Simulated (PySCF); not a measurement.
Vertical excitations of a molecule C₂H₈OSi₂ from TDDFT-ωB97X/def2-SVPD in PySCF 2.14.0, as energy in eV (oscillator strength): 6.19 (0.064), 6.55 (0.001), 6.77 (0.038), 6.85 (0.005), 7.06 (0.243), 7.27 (0.018), 7.52 (0.035), 7.59 (0.061), 7.69 (0.000), 7.72 (0.021). Lowest triplet (TDA): 5.60 eV. Geometry: TPSSh-D3(BJ)/def2-SVP. One conformer was computed; it need not be the lowest.

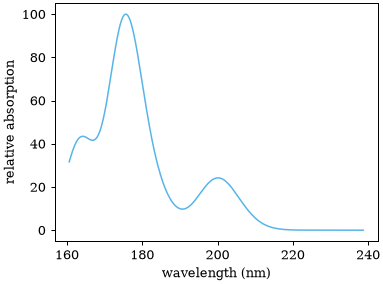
*The lines broadened by 0.4 eV.*

Q: Which molecule gave these data?
A) O=CC[SiH2][SiH3]
B) [SiH3]/C=C\O[SiH3]
C) [SiH3][C@H]1CO[SiH2]1
D) C[Si@H]1CO[SiH2]1

A: D, C[Si@H]1CO[SiH2]1
